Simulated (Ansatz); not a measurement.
One stationary structure of CdSe. Computed with PBE (plane waves to 420 eV, PAW, scalar-relativistic; Ansatz, an electronic-structure program).

P6₃mc (No. 186), hP4, wurtzite type; a = b = 4.384 Å, c = 7.153 Å, α = β = 90.00°, γ = 120.00°.

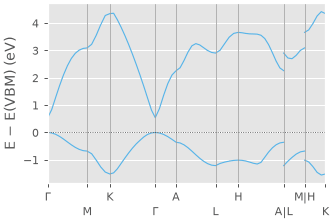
*Highest filled and lowest empty band along the path of this cell's Brillouin zone*

Read off the gap and say whether it is direct.

0.54 eV, direct at Γ (no spin-orbit coupling).

How far does the top valence band disperse along this path?

About 1.6 eV.

No spin polarisation in the result.

It was reached from a disturbed copy of a P6₃/mmc (No. 194) cell, against which it lies -104 meV/atom.
